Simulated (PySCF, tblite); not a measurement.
**C5H3ClN radical: geometry, infrared bands and EPR parameters**

Aim: predict the infrared bands and EPR parameters of C5H3ClN radical (`C=C(C#N)/C=[C]\Cl`).

Programs: tblite 0.8.0 and PySCF 2.14.0, with density-fitted response routines of our own. Each step states its level of theory. These are calculated values for one molecule in the gas phase, unless marked as measured. Atoms count from 0, in the outputs and in this text.

**1. The starting structure**

10 atoms, charge 0, multiplicity 2; geometry from: force field or distance geometry start.

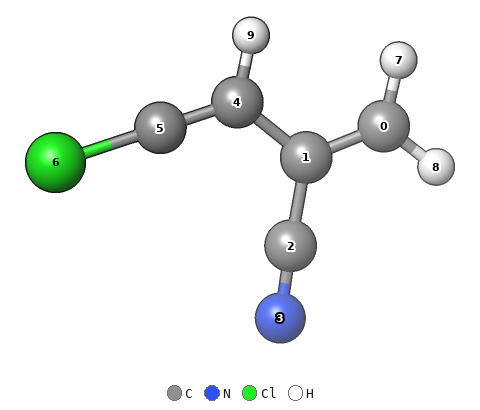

The starting geometry (carbon grey, nitrogen blue, chlorine green, hydrogen white), atoms numbered.

**2. Optimising the geometry with GFN2-xTB**

What the job is given:

```
{"job": {"kind": "relax", "xc": "GFN2-xTB", "basis": "xTB"}, "charge": 0, "multiplicity": 2}
C     -1.655900    -0.365100     0.048300
C     -0.428100     0.122700     0.228800
C     -0.234000     1.518000     0.471300
N     -0.118200     2.668000     0.643700
C      0.722200    -0.773000     0.219000
C      1.944500    -0.374700     0.384400
Cl     3.612100     0.160000     0.619900
H     -1.851500    -1.411100    -0.124200
H     -2.528200     0.289100     0.067800
H      0.545900    -1.829300     0.039700
```

Launch:

```
> OMP_NUM_THREADS=1 python probes_run.py task.json out
```

The driver reads the jobs from task.json and runs them one after another.

**Question.** This job is followed by: GFN2-xTB harmonic vibrations, gas phase; UKS B3LYP, pcH-1 on C Cl H N, non-relativistic, mean-field spin-orbit, GIAO. What will the session give for the following? strongest single infrared mode (GFN2-xTB); zero-point energy (GFN2-xTB); g(iso) (B3LYP); ⟨S²⟩; largest a(iso); surface potential, least and greatest.

As calculated:

| quantity | value |
| --- | --- |
| strongest single infrared mode (GFN2-xTB) | 1672 cm⁻¹, 108 km/mol |
| zero-point energy (GFN2-xTB) | 38.0 kcal/mol |
| g(iso) (B3LYP) | 2.00455 |
| ⟨S²⟩ | 0.763 (exact 0.75) |
| largest a(iso) | 13C on C5, 463.0 MHz |
| surface potential, least and greatest | -1.65 V and 1.54 V |

What this shows: The optimisation took 47 steps and gained 0.627 eV; among the close pairs (by a distance rule), C5–Cl6 changed most, from 1.767 to 1.644 Å. No mode is imaginary among the 24: a minimum at this level. The strongest single mode, at 1672 cm⁻¹, moves mainly C5 and C4. GFN2-xTB is a fitted tight-binding method: band positions and strengths are rough. Its intensities can rank the bands wrongly. Most of the unpaired spin sits on C5 (0.91 e). The isotropic g lies 2.2 ppt above the free-electron value.
